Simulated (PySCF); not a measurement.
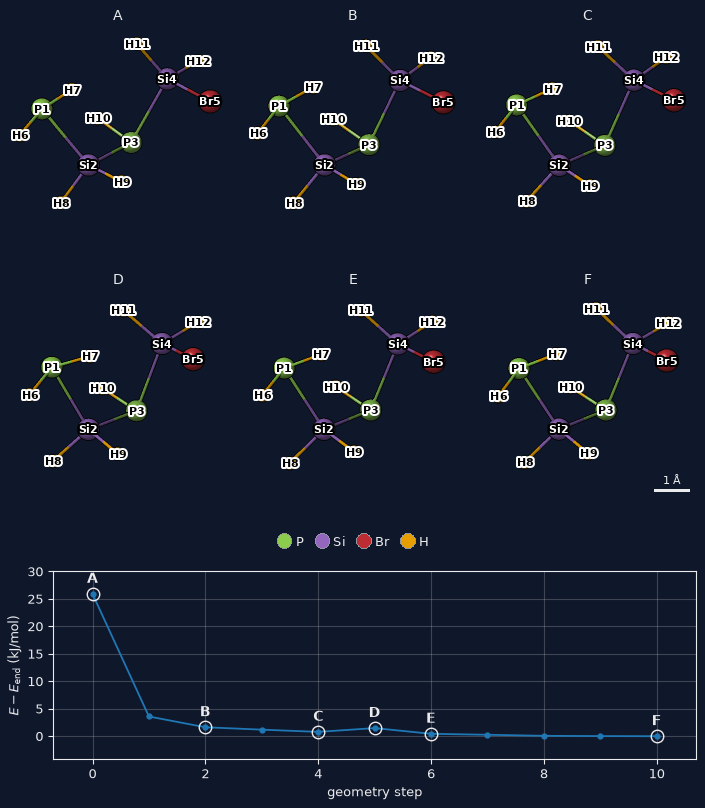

Frames of a relaxation of Si2P2H7Br, marked on the history of the run. Style: ball-and-stick. Shown from a free direction.

The start comes from GFN2-xTB. Its atoms were then displaced at random by about 0.01 Å.

These are results of PySCF, PBE0-D3(BJ)/def2-SVP geometry optimisation, gas phase, not measurements. 

### Describe the path.

Br5 moves most after the best rigid fit: 0.51 Å. Largest moves by element: Br 0.51 Å, H 0.41 Å, P 0.26 Å, Si 0.14 Å. Some distances before and after: P3–H10 1.355 → 1.432 Å, Si4–H12 1.429 → 1.489 Å, Si2–H8 1.444 → 1.495 Å, P1–Si2 2.220 → 2.269 Å. Among the angles between lasting bonds that change: Si2–P3–Si4 102.9° → 96.9°, H11–Si4–H12 113.9° → 109.7°, Br5–Si4–H11 103.4° → 107.2°. The energy falls by 25.9 kJ/mol in 10 geometry steps. Cost: 2.1 min on 1 thread of Arm Neoverse V1 (shared host). From step 0 to 2: H7 moves most (0.19 Å), energy −24.3 kJ/mol. From step 2 to 4: Br5 moves most (0.16 Å), energy −0.84 kJ/mol. From step 4 to 5: Br5 moves most (0.38 Å), energy +0.69 kJ/mol. From step 5 to 6: Br5 moves most (0.19 Å), energy −1.04 kJ/mol. From step 6 to 10: H11 moves most (0.08 Å), energy −0.44 kJ/mol.

```json
{"step": "0", "E − E(0), kJ/mol": "0.00"}
{"step": "1", "E − E(0), kJ/mol": "-22.33"}
{"step": "2", "E − E(0), kJ/mol": "-24.29"}
{"step": "3", "E − E(0), kJ/mol": "-24.72"}
{"step": "4", "E − E(0), kJ/mol": "-25.13"}
{"step": "5", "E − E(0), kJ/mol": "-24.44"}
{"step": "6", "E − E(0), kJ/mol": "-25.48"}
{"step": "7", "E − E(0), kJ/mol": "-25.66"}
{"step": "8", "E − E(0), kJ/mol": "-25.85"}
{"step": "9", "E − E(0), kJ/mol": "-25.90"}
{"step": "10", "E − E(0), kJ/mol": "-25.92"}
```
